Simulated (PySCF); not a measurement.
GaO (doublet)

```xyz
2

Ga    0.0000    0.0000   -0.3262
O     0.0000    0.0000    1.4058
```

The calculation used PBE0/pcseg-1, non-relativistic, at a bond length of 1.732 Å in PySCF 2.14.0.

Predict the electron density, electron localisation function and spin density between the atoms.

Ga–O (1.73 Å): the density is about 0.91 e/Å³ at the midpoint; the ELF peaks at about 0.75 in the valence shell of O, 0.6 Å from its nucleus, and is about 0.15 at the midpoint.
The unpaired spin (1 electron) lies mostly on O2 (about 0.5) and Ga1 (about 0.5), in electrons by Hirshfeld's partition.

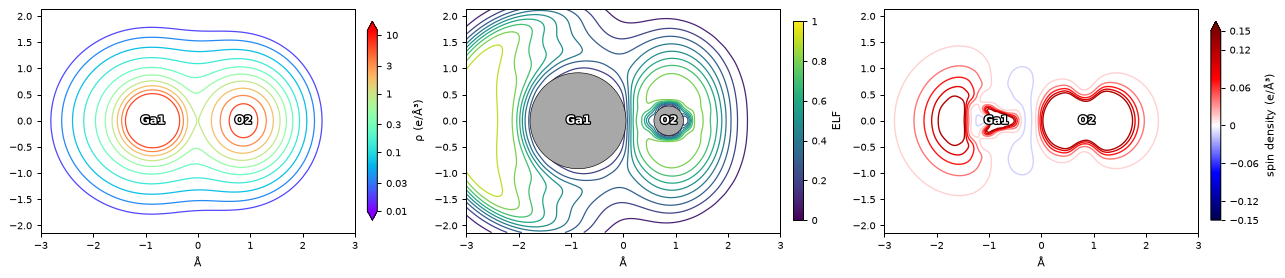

Computed electron density, electron localisation function and spin density on a plane that holds the molecular axis, in this order. Grey discs cover the atomic cores in the ELF map. 
